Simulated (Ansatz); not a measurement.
SiN₂H₆O: geometry relaxation

- system: SiN₂H₆O, SMILES N[SiH](N)O
- method: RKS r2SCAN-D4/STO-3G (Ansatz 0.2.0)

It belongs to a series of runs on one base structure; here: start relaxed. Figures and captions count atoms from 1; the log counts them from 0 in places.

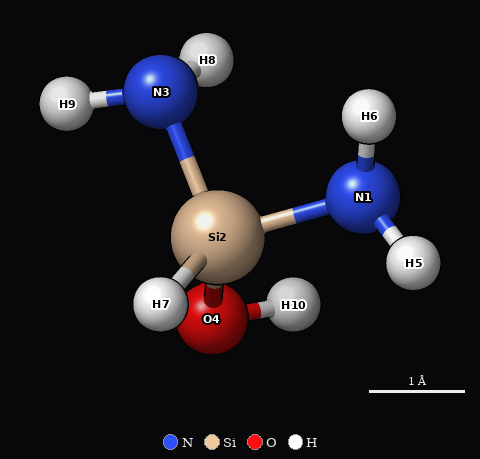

The starting structure (ball-and-stick view, seen at a tilt; atoms are numbered from 1 in the order of the input).

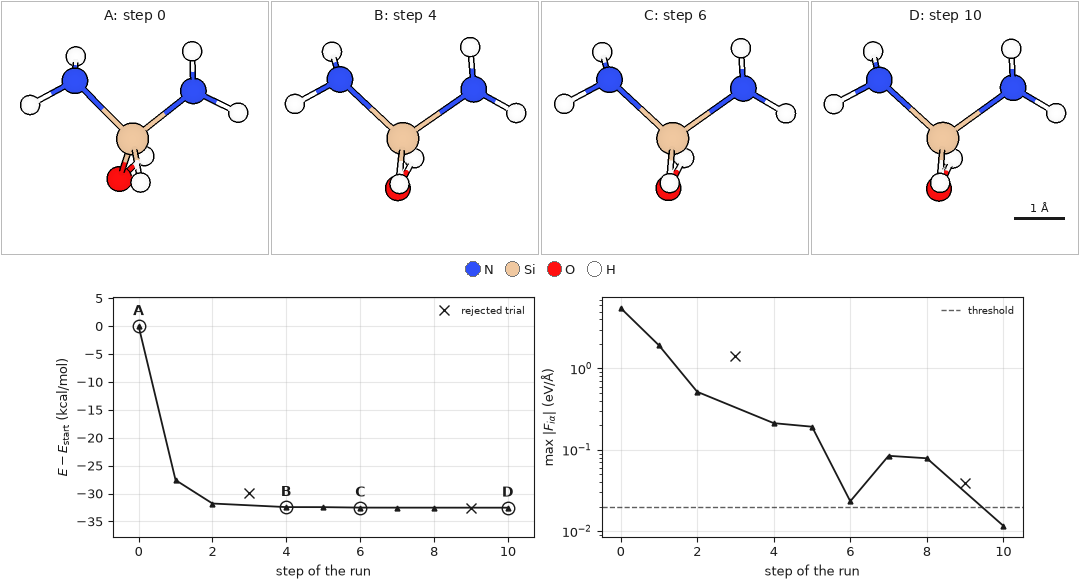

Frames of the relaxation (ball-and-stick view, seen at a tilt) above the curves, on which the letters mark them (the first geometry is step 0 here and step 1 in the log).

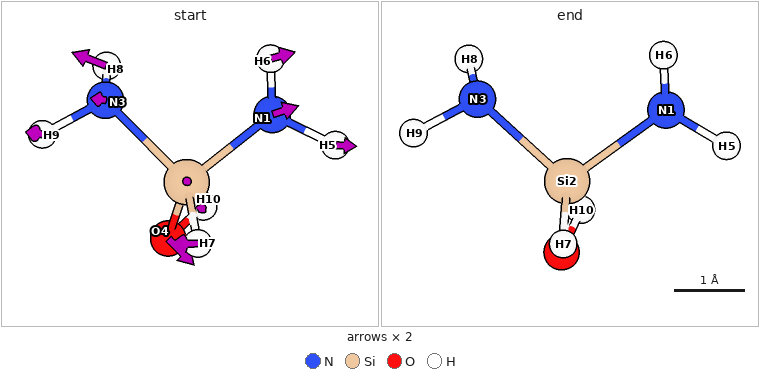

Before (left) and after (right) the relaxation, at one scale (ball-and-stick view, seen at a tilt). The pink arrows give the displacements, magnified 2 times. The energy falls by 32.5 kcal/mol in 10 geometry steps. The largest force component goes from 5.5 to 0.012 eV/Å. The line search rejected the trial steps at points 3, 9 (counted from 0) and went back. The largest moves after the best rigid fit, 0.28 Å, are those of O4 and H8. By element the largest moves are H 0.28 Å, O 0.28 Å, N 0.21 Å, Si 0.05 Å. Among the contacts that change: N1–Si2 1.600 → 1.776 Å, Si2–N3 1.671 → 1.773 Å, N3–H8 0.957 → 1.050 Å, Si2–O4 1.652 → 1.706 Å. Among the angles that change: N3–Si2–O4 107.6° → 118.5°, O4–Si2–H7 114.0° → 104.2°, N3–Si2–H7 115.7° → 106.4°. (Atoms are counted from 1 in the order of the input.)

The input that produced these results follows, with the program's output.

### Input file
```yaml
crystal:
  periodic: [false, false, false]
  atoms:
    - { symbol: "N", position_ang: [-0.721, 1.0461, -0.2513] }
    - { symbol: Si, position_ang: [0.5251, 0.1206, 0.1363] }
    - { symbol: "N", position_ang: [-0.3428, -1.085, 0.9025] }
    - { symbol: O, position_ang: [1.0962, -0.5007, -1.2835] }
    - { symbol: H, position_ang: [-0.4377, 2.0367, -0.4072] }
    - { symbol: H, position_ang: [-1.3652, 1.1382, 0.5602] }
    - { symbol: H, position_ang: [1.5658, 0.7939, 0.9646] }
    - { symbol: H, position_ang: [-0.9757, -1.4134, 0.264] }
    - { symbol: H, position_ang: [0.3283, -1.85, 1.1032] }
    - { symbol: H, position_ang: [0.4102, -0.3376, -1.9859] }
basis:
  gaussian: { orbitals: STO-3G }
hamiltonian:
  xc: r2scan
  dispersion: d4
relax:
  f_tol: 0.02
  max_steps: 40
```

Launch command:
```bash
ansatz run input.yaml --threads 1 --pin off --max-ram 2048MiB --backend cpu --events-out ev --progress --plain --runs-dir out
```

### Output
```
The last accepted step is kept in [file] (removed where the run ends without a failure and the disk answers)
Engine: ansatz 0.2.0, aarch64-unknown-linux-gnu
Functional definition: r2SCAN
  parameter k0 = 0.174
  parameter k1 = 0.065
  parameter a1 = 4.9479
  exchange = r2scan_x(k0 = k0, k1 = k1, a1 = a1)
  correlation = r2scan_c
429 factors; integrals over basis functions are off by at most 1.2e-5 eV
mean field evaluation 1: about -12836.2769 eV, gradient 3.2e1 eV
mean field evaluation 2: about -12836.5180 eV, gradient 3.2e1 eV
mean field evaluation 4: about -12839.5061 eV, gradient 8.2e-1 eV
mean field evaluation 8: about -12839.4560 eV, gradient 5.2e-3 eV
mean field -12839.45597287 eV, -471.8413041073 hartree, gradient 1.9e-5 eV, S^2 0.000000; 0 other end points of the search recorded, 0 dependent functions left out
the calculation of the forces begins
reference -12839.45597884 eV, -471.8413043266 hartree; 21, 21 occupied and 9, 9 virtual orbitals, 429 factors
relax step   1: F+E_penalty+E_count = -12839.49943603 eV  Δ(F+E_penalty+E_count) = +0.000e0 eV  max|allowed force component| = 5.533e0 eV/Å  Δτ_max = 0.0000 Å  (20 SCF iters, accepted)
these checks for a lower state are left out or cut short: starts, cluster_reference, orbital_swaps, neighbouring_geometries, increment
429 factors; integrals over basis functions are off by at most 9.9e-6 eV
mean field evaluation 16: about -12840.6521 eV, gradient 1.6e-1 eV
mean field -12840.65226121 eV, -471.8852668928 hartree, gradient 1.8e-5 eV, S^2 0.000000; 0 other end points of the search recorded, 0 dependent functions left out
the calculation of the forces begins
reference -12840.65226731 eV, -471.8852671170 hartree; 21, 21 occupied and 9, 9 virtual orbitals, 429 factors
relax step   2: F+E_penalty+E_count = -12840.69529011 eV  Δ(F+E_penalty+E_count) = -1.196e0 eV  max|allowed force component| = 1.926e0 eV/Å  Δτ_max = 0.1705 Å  (22 SCF iters, accepted)
these checks for a lower state are left out or cut short: starts, cluster_reference, orbital_swaps, neighbouring_geometries, increment
429 factors; integrals over basis functions are off by at most 1.2e-5 eV
mean field -12840.83493925 eV, -471.8919801870 hartree, gradient 2.3e-5 eV, S^2 0.000000; 0 other end points of the search recorded, 0 dependent functions left out
the calculation of the forces begins
reference -12840.83494539 eV, -471.8919804125 hartree; 21, 21 occupied and 9, 9 virtual orbitals, 429 factors
relax step   3: F+E_penalty+E_count = -12840.87756500 eV  Δ(F+E_penalty+E_count) = -1.823e-1 eV  max|allowed force component| = 5.172e-1 eV/Å  Δτ_max = 0.1278 Å  (22 SCF iters, accepted)
these checks for a lower state are left out or cut short: starts, cluster_reference, orbital_swaps, neighbouring_geometries, increment
429 factors; integrals over basis functions are off by at most 1.3e-5 eV
mean field evaluation 32: about -12840.7512 eV, gradient 3.5e-5 eV
mean field -12840.75117307 eV, -471.8889018364 hartree, gradient 1.5e-5 eV, S^2 0.000000; 0 other end points of the search recorded, 0 dependent functions left out
the calculation of the forces begins
reference -12840.75117910 eV, -471.8889020580 hartree; 21, 21 occupied and 9, 9 virtual orbitals, 429 factors
relax step   4: F+E_penalty+E_count = -12840.79384493 eV  Δ(F+E_penalty+E_count) = +8.372e-2 eV  max|allowed force component| = 1.419e0 eV/Å  Δτ_max = 0.1874 Å  (30 SCF iters, rejected (line search))
these checks for a lower state are left out or cut short: starts, cluster_reference, orbital_swaps, neighbouring_geometries, increment
429 factors; integrals over basis functions are off by at most 1.3e-5 eV
mean field -12840.86283883 eV, -471.8930054776 hartree, gradient 1.5e-5 eV, S^2 0.000000; 0 other end points of the search recorded, 0 dependent functions left out
the calculation of the forces begins
reference -12840.86284491 eV, -471.8930057011 hartree; 21, 21 occupied and 9, 9 virtual orbitals, 429 factors
relax step   5: F+E_penalty+E_count = -12840.90541226 eV  Δ(F+E_penalty+E_count) = -2.785e-2 eV  max|allowed force component| = 2.128e-1 eV/Å  Δτ_max = 0.0925 Å  (24 SCF iters, accepted)
these checks for a lower state are left out or cut short: starts, cluster_reference, orbital_swaps, neighbouring_geometries, increment
429 factors; integrals over basis functions are off by at most 1.1e-5 eV
mean field -12840.86321876 eV, -471.8930194399 hartree, gradient 1.9e-5 eV, S^2 0.000000; 0 other end points of the search recorded, 0 dependent functions left out
the calculation of the forces begins
reference -12840.86322482 eV, -471.8930196626 hartree; 21, 21 occupied and 9, 9 virtual orbitals, 429 factors
relax step   6: F+E_penalty+E_count = -12840.90575958 eV  Δ(F+E_penalty+E_count) = -3.473e-4 eV  max|allowed force component| = 1.924e-1 eV/Å  Δτ_max = 0.1000 Å  (25 SCF iters, accepted)
these checks for a lower state are left out or cut short: starts, cluster_reference, orbital_swaps, neighbouring_geometries, increment
429 factors; integrals over basis functions are off by at most 1.2e-5 eV
mean field -12840.86673879 eV, -471.8931487983 hartree, gradient 1.5e-5 eV, S^2 0.000000; 0 other end points of the search recorded, 0 dependent functions left out
the calculation of the forces begins
reference -12840.86674486 eV, -471.8931490215 hartree; 21, 21 occupied and 9, 9 virtual orbitals, 429 factors
relax step   7: F+E_penalty+E_count = -12840.90930205 eV  Δ(F+E_penalty+E_count) = -3.542e-3 eV  max|allowed force component| = 2.331e-2 eV/Å  Δτ_max = 0.0474 Å  (24 SCF iters, accepted)
these checks for a lower state are left out or cut short: starts, cluster_reference, orbital_swaps, neighbouring_geometries, increment
429 factors; integrals over basis functions are off by at most 1.2e-5 eV
mean field -12840.86704096 eV, -471.8931599028 hartree, gradient 1.6e-5 eV, S^2 0.000000; 0 other end points of the search recorded, 0 dependent functions left out
the calculation of the forces begins
reference -12840.86704703 eV, -471.8931601262 hartree; 21, 21 occupied and 9, 9 virtual orbitals, 429 factors
relax step   8: F+E_penalty+E_count = -12840.90960696 eV  Δ(F+E_penalty+E_count) = -3.049e-4 eV  max|allowed force component| = 8.444e-2 eV/Å  Δτ_max = 0.0288 Å  (25 SCF iters, accepted)
these checks for a lower state are left out or cut short: starts, cluster_reference, orbital_swaps, neighbouring_geometries, increment
429 factors; integrals over basis functions are off by at most 1.2e-5 eV
mean field evaluation 64: about -12840.9275 eV, gradient 7.3e-1 eV
mean field -12840.86712571 eV, -471.8931630174 hartree, gradient 1.6e-5 eV, S^2 0.000000; 0 other end points of the search recorded, 0 dependent functions left out
the calculation of the forces begins
reference -12840.86713179 eV, -471.8931632409 hartree; 21, 21 occupied and 9, 9 virtual orbitals, 429 factors
relax step   9: F+E_penalty+E_count = -12840.90969337 eV  Δ(F+E_penalty+E_count) = -8.641e-5 eV  max|allowed force component| = 7.878e-2 eV/Å  Δτ_max = 0.0153 Å  (25 SCF iters, accepted)
these checks for a lower state are left out or cut short: starts, cluster_reference, orbital_swaps, neighbouring_geometries, increment
429 factors; integrals over basis functions are off by at most 1.2e-5 eV
mean field -12840.86700003 eV, -471.8931583988 hartree, gradient 1.6e-5 eV, S^2 0.000000; 0 other end points of the search recorded, 0 dependent functions left out
the calculation of the forces begins
reference -12840.86700611 eV, -471.8931586223 hartree; 21, 21 occupied and 9, 9 virtual orbitals, 429 factors
relax step  10: F+E_penalty+E_count = -12840.90957360 eV  Δ(F+E_penalty+E_count) = +1.198e-4 eV  max|allowed force component| = 3.945e-2 eV/Å  Δτ_max = 0.0248 Å  (24 SCF iters, rejected (line search))
these checks for a lower state are left out or cut short: starts, cluster_reference, orbital_swaps, neighbouring_geometries, increment
429 factors; integrals over basis functions are off by at most 1.2e-5 eV
mean field -12840.86735153 eV, -471.8931713162 hartree, gradient 1.6e-5 eV, S^2 0.000000; 0 other end points of the search recorded, 0 dependent functions left out
the calculation of the forces begins
reference -12840.86735761 eV, -471.8931715397 hartree; 21, 21 occupied and 9, 9 virtual orbitals, 429 factors
relax step  11: F+E_penalty+E_count = -12840.90991506 eV  Δ(F+E_penalty+E_count) = -2.217e-4 eV  max|allowed force component| = 1.164e-2 eV/Å  Δτ_max = 0.0096 Å  (26 SCF iters, accepted)
429 factors; integrals over basis functions are off by at most 1.2e-5 eV
mean field evaluation 96: about -12840.8674 eV, gradient 1.2e-3 eV
mean field -12840.86735153 eV, -471.8931713162 hartree, gradient 1.6e-5 eV, S^2 0.000000; 1 other end points of the search recorded, 0 dependent functions left out
the calculation of the forces begins
reference -12840.86735761 eV, -471.8931715397 hartree; 21, 21 occupied and 9, 9 virtual orbitals, 429 factors
Total energy: -12840.90992114 eV, -471.8947357206 hartree
Atom 0 at    -0.827312     1.216988    -0.306016 Å, force    -0.006291    -0.003764     0.008723 eV/Å
Atom 1 at     0.501110     0.107632     0.090812 Å, force     0.010151    -0.003470     0.011639 eV/Å
Atom 2 at    -0.322189    -1.173620     0.998138 Å, force    -0.004347     0.011529    -0.006828 eV/Å
Atom 3 at     1.247352    -0.293422    -1.389846 Å, force     0.002300    -0.002147    -0.001908 eV/Å
Atom 4 at    -0.461849     2.190805    -0.450638 Å, force     0.001313    -0.006387     0.003239 eV/Å
Atom 5 at    -1.449681     1.311279     0.534759 Å, force     0.001395     0.004214    -0.007229 eV/Å
Atom 6 at     1.596356     0.563720     0.928367 Å, force     0.000347     0.004589    -0.002898 eV/Å
Atom 7 at    -1.015834    -1.663390     0.379789 Å, force    -0.010773    -0.006625    -0.002592 eV/Å
Atom 8 at     0.358893    -1.933195     1.246681 Å, force     0.007540     0.000954     0.000259 eV/Å
Atom 9 at     0.456354    -0.377997    -2.029145 Å, force    -0.001635     0.001108    -0.002406 eV/Å
Dipole moment:    -0.030943    -0.003727     0.007569 e Å
```

### Trajectory as extended XYZ (Å, eV, eV/Å), 10 of the 11 frames kept, from step=1 to step=11
```
10
Properties=species:S:1:pos:R:3:forces:R:3 step=1 energy=-12839.49944
N    -0.7210    1.0461   -0.2513   -4.6080   5.1565  -1.2268
Si    0.5251    0.1206    0.1363    4.8533  -0.5785   0.9970
N    -0.3428   -1.0850    0.9025    3.0240  -0.3068   5.5326
O     1.0962   -0.5007   -1.2835    2.4914  -0.6160  -0.9391
H    -0.4377    2.0367   -0.4072   -0.2725   0.2192  -0.4964
H    -1.3652    1.1382    0.5602   -0.4316  -0.1775  -0.0833
H     1.5658    0.7939    0.9646   -0.2089  -0.9261  -0.4856
H    -0.9757   -1.4134    0.2640   -3.5416  -2.2702  -3.2873
H     0.3283   -1.8500    1.1032   -0.4686  -0.7981   0.3151
H     0.4102   -0.3376   -1.9859   -0.8375   0.2976  -0.3263
10
Properties=species:S:1:pos:R:3:forces:R:3 step=2 energy=-12840.69529
N    -0.7644    1.1547   -0.2680   -1.7568   1.8807  -0.3886
Si    0.5099    0.1203    0.1134    1.9260  -0.6172   0.5780
N    -0.2959   -1.1440    0.9772   -0.1984  -0.2353   0.9932
O     1.1689   -0.4397   -1.3249    1.0130  -0.0681  -0.6046
H    -0.4847    2.1440   -0.4589   -0.0683  -0.1220  -0.0478
H    -1.4548    1.2202    0.5132   -0.0417  -0.0202  -0.1249
H     1.6176    0.6371    0.9219   -0.1436  -0.2445  -0.1462
H    -1.0233   -1.5394    0.3517   -0.2744  -0.4603  -0.1146
H     0.3465   -1.9344    1.2041   -0.0758  -0.1565  -0.0302
H     0.4634   -0.2700   -2.0267   -0.3801   0.0434  -0.1142
10
Properties=species:S:1:pos:R:3:forces:R:3 step=3 energy=-12840.87757
N    -0.7810    1.2202   -0.2830   -0.4518   0.1524  -0.1890
Si    0.5059    0.1029    0.0865    0.4937  -0.2467   0.2675
N    -0.2932   -1.1693    1.0129   -0.5172  -0.0136  -0.0467
O     1.2326   -0.3688   -1.3806   -0.0528   0.1527  -0.2299
H    -0.4828    2.2070   -0.4406    0.0767  -0.0370   0.0606
H    -1.5057    1.2588    0.4683    0.0983   0.0026  -0.0187
H     1.6183    0.5537    0.9073   -0.0033  -0.0119  -0.0149
H    -1.0409   -1.6345    0.4352    0.1578   0.0684   0.1085
H     0.3543   -1.9528    1.2576    0.1570   0.0067  -0.0376
H     0.4758   -0.2683   -2.0606    0.0415  -0.0735   0.1001
10
Properties=species:S:1:pos:R:3:forces:R:3 step=4 energy=-12840.79385 accepted=F
N    -0.8111    1.2414   -0.3287    0.6013  -0.1629  -0.0951
Si    0.5143    0.1225    0.1045   -0.7548  -0.0904  -1.4186
N    -0.4029   -1.1295    0.9711    0.7908   0.1171   0.5279
O     1.2132   -0.3119   -1.4035    0.3192  -0.0275   0.3742
H    -0.4029    2.2046   -0.2765   -0.2719   0.4605  -0.0001
H    -1.4872    1.2069    0.4704   -0.1826   0.2009   0.2162
H     1.6495    0.5608    0.8942   -0.1030  -0.0387   0.1628
H    -0.9731   -1.7204    0.3183    0.0571   0.0261  -0.2416
H     0.3598   -1.7792    1.2865   -0.2811  -0.5898   0.2892
H     0.4237   -0.4463   -2.0334   -0.1751   0.1046   0.1849
10
Properties=species:S:1:pos:R:3:forces:R:3 step=5 energy=-12840.90541
N    -0.7967    1.2359   -0.3110    0.0056  -0.0222  -0.1302
Si    0.5045    0.1051    0.0839    0.0610  -0.0449  -0.1363
N    -0.3345   -1.1592    1.0038    0.0672  -0.0196   0.0366
O     1.2385   -0.3232   -1.4007   -0.2128   0.0240  -0.0328
H    -0.4480    2.2215   -0.3724    0.0022   0.0201   0.0147
H    -1.4946    1.2555    0.4681   -0.0310   0.0280   0.0913
H     1.6164    0.5468    0.9063   -0.0169   0.0064   0.0318
H    -1.0054   -1.6829    0.3872    0.0184   0.0260  -0.0267
H     0.3592   -1.8968    1.2850   -0.0431  -0.0217   0.0086
H     0.4436   -0.3540   -2.0473    0.1496   0.0039   0.1431
10
Properties=species:S:1:pos:R:3:forces:R:3 step=7 energy=-12840.90930
N    -0.8146    1.2217   -0.3157   -0.0218   0.0197   0.0184
Si    0.5039    0.1038    0.0877   -0.0233  -0.0014   0.0139
N    -0.3287   -1.1683    1.0016    0.0190  -0.0041  -0.0074
O     1.2365   -0.3092   -1.3966    0.0000  -0.0010  -0.0030
H    -0.4489    2.2004   -0.4211   -0.0027  -0.0065  -0.0046
H    -1.4653    1.2904    0.5061    0.0224  -0.0038  -0.0125
H     1.6014    0.5545    0.9246    0.0097   0.0069  -0.0054
H    -0.9999   -1.6792    0.3750   -0.0134  -0.0031  -0.0012
H     0.3579   -1.9145    1.2762   -0.0046  -0.0014  -0.0001
H     0.4409   -0.3509   -2.0349    0.0147  -0.0053   0.0019
10
Properties=species:S:1:pos:R:3:forces:R:3 step=8 energy=-12840.90961
N    -0.8215    1.2197   -0.3089   -0.0181   0.0064   0.0090
Si    0.5039    0.1069    0.0882   -0.0054   0.0128   0.0260
N    -0.3241   -1.1702    0.9987    0.0387   0.0844   0.0264
O     1.2462   -0.3031   -1.3924    0.0052   0.0074   0.0173
H    -0.4577    2.1974   -0.4295   -0.0009  -0.0093  -0.0009
H    -1.4593    1.2964    0.5225    0.0243  -0.0034  -0.0192
H     1.6001    0.5687    0.9230   -0.0140  -0.0202  -0.0127
H    -1.0139   -1.6627    0.3811   -0.0677  -0.0335  -0.0575
H     0.3557   -1.9279    1.2513    0.0469  -0.0417   0.0238
H     0.4538   -0.3764   -2.0310   -0.0091  -0.0030  -0.0122
10
Properties=species:S:1:pos:R:3:forces:R:3 step=9 energy=-12840.90969
N    -0.8272    1.2178   -0.3062    0.0189  -0.0158  -0.0209
Si    0.5023    0.1090    0.0904    0.0295   0.0133  -0.0082
N    -0.3207   -1.1717    0.9975   -0.0375  -0.0788  -0.0167
O     1.2497   -0.2974   -1.3885   -0.0124   0.0062  -0.0062
H    -0.4627    2.1931   -0.4414    0.0051   0.0045  -0.0036
H    -1.4517    1.3050    0.5327   -0.0251   0.0056   0.0250
H     1.5983    0.5718    0.9247   -0.0169  -0.0137  -0.0050
H    -1.0225   -1.6569    0.3810    0.0679   0.0370   0.0505
H     0.3589   -1.9361    1.2407   -0.0365   0.0406  -0.0195
H     0.4589   -0.3857   -2.0280    0.0070   0.0011   0.0047
10
Properties=species:S:1:pos:R:3:forces:R:3 step=10 energy=-12840.90957 accepted=F
N    -0.8300    1.2110   -0.3014    0.0148   0.0158  -0.0143
Si    0.5034    0.1067    0.0913   -0.0395  -0.0127  -0.0029
N    -0.3268   -1.1717    0.9960    0.0366  -0.0147   0.0118
O     1.2481   -0.2944   -1.3902    0.0190   0.0129   0.0055
H    -0.4684    2.1833   -0.4634    0.0040   0.0055   0.0018
H    -1.4416    1.3149    0.5459   -0.0027  -0.0016  -0.0048
H     1.5995    0.5608    0.9289   -0.0032  -0.0005   0.0035
H    -1.0138   -1.6659    0.3734    0.0001   0.0023   0.0022
H     0.3540   -1.9284    1.2550   -0.0102  -0.0015  -0.0024
H     0.4588   -0.3674   -2.0326   -0.0191  -0.0054  -0.0004
10
Properties=species:S:1:pos:R:3:forces:R:3 step=11 energy=-12840.90992
N    -0.8273    1.2170   -0.3060   -0.0063  -0.0038   0.0087
Si    0.5011    0.1076    0.0908    0.0102  -0.0035   0.0116
N    -0.3222   -1.1736    0.9981   -0.0043   0.0115  -0.0068
O     1.2474   -0.2934   -1.3898    0.0023  -0.0021  -0.0019
H    -0.4618    2.1908   -0.4506    0.0013  -0.0064   0.0032
H    -1.4497    1.3113    0.5348    0.0014   0.0042  -0.0072
H     1.5964    0.5637    0.9284    0.0003   0.0046  -0.0029
H    -1.0158   -1.6634    0.3798   -0.0108  -0.0066  -0.0026
H     0.3589   -1.9332    1.2467    0.0075   0.0010   0.0003
H     0.4564   -0.3780   -2.0291   -0.0016   0.0011  -0.0024
```

### Summary

| quantity | value |
| --- | --- |
| outcome | converged |
| total energy | −12840.9099 eV |
| mean-field energy | −12840.8674 eV |
| largest force (length of the vector) at the end | 0.016 eV/Å |
| hardware | 1 thread of Arm Neoverse V1, 24 GiB of memory available, shared host |
| wall time | 33 s |
| peak memory | 0.13 GiB |
